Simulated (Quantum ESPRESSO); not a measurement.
Converging the k-point mesh at a smearing width of 0.02 eV: Sr (P-3m1, 2 atoms in the cell)

```yaml
crystal:
  lattice:
    - [4.28830, 0.00000, 0.00000]
    - [-2.14415, 3.71377, 0.00000]
    - [0.00000, 0.00000, 7.02343]
  atoms:
    - { symbol: Sr, position: [0.33333, 0.66667, 0.25712] }
    - { symbol: Sr, position: [0.66667, 0.33333, 0.75000] }
```

Level of theory: LDA (PZ), GBRV 1.5 ultrasoft (LDA) pseudopotentials (plane waves; Quantum ESPRESSO).

Base settings: ecutwfc = 40 Ry; ecutrho = 200 Ry; occupations = smearing; smearing = gauss; degauss = 0.0073499 Ry; potentials = {Sr: sr_lda_v1.uspp.F.UPF}; K_POINTS = automatic 5 5 2 0 0 0; conv_thr = 1e-09 Ry; mixing_beta = 0.4.

In this ladder: degauss = 0.00147 Ry.

Only quantities that move along the ladder and can be compared are tabulated.

The count of work is k-points × plane waves × bands × iterations; it is no time. Core times come from one kind of shared machine, to one figure; runs under 30 s give none.

The starting cell comes from a database of computed structures (which also holds hypothetical and non-ambient phases and stackings), without a prior relaxation at this level. Its lattice was rescaled by up to half a per cent. One atom was moved a little off its site on purpose. Without a gap this mesh is coarse (it stands for a supercell whose shortest vector is 14 Å).

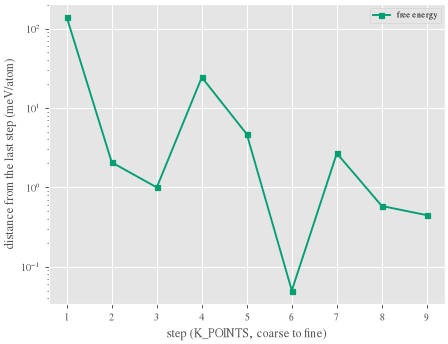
Figure: Distance from the last step along the ladder; very small values are drawn at a floor.

```tsv
K_POINTS	free energy less the last step's (meV/atom)	pressure (GPa)	largest difference of a force vector from the last step's (eV/Å)	count of work / last	core time / last (rough)
automatic 3 3 2 0 0 0	138.24	-1.58	0.049	0.013	–
automatic 4 4 2 0 0 0	-2.06	-1.35	0.011	0.015	–
automatic 5 5 3 0 0 0	1.00	-1.44	0.010	0.028	–
automatic 6 6 3 0 0 0	24.29	-1.43	0.018	0.036	–
automatic 7 7 4 0 0 0	4.66	-1.46	0.001	0.059	–
automatic 8 8 5 0 0 0	0.00	-1.46	0.005	0.084	–
automatic 10 10 5 0 0 0	2.68	-1.45	0.000	0.12	–
automatic 12 12 6 0 0 0	0.58	-1.45	0.001	0.21	0.5
automatic 14 14 8 0 0 0	0.45	-1.47	0.003	0.36	0.4
automatic 21 21 11 0 0 0	0.00	-1.46	0.000	1.0	1
```

Coarsest K_POINTS that holds the forces within 0.02 eV/Å of the last step, with all finer ones: automatic 4 4 2 0 0 0, at 0.015 of the last step's count of work; the step before is off by 0.049 eV/Å.

Coarsest K_POINTS that holds the pressure within 0.1 GPa of the last step, with all finer ones: automatic 5 5 3 0 0 0, at 0.028 of the last step's count of work; the step before is off by 0.12 GPa.

Coarsest K_POINTS that holds the free energy within 0.5 meV/atom: not settled: the last two steps still differ by 0.45 meV/atom, over half the tolerance, so the ladder does not show it.
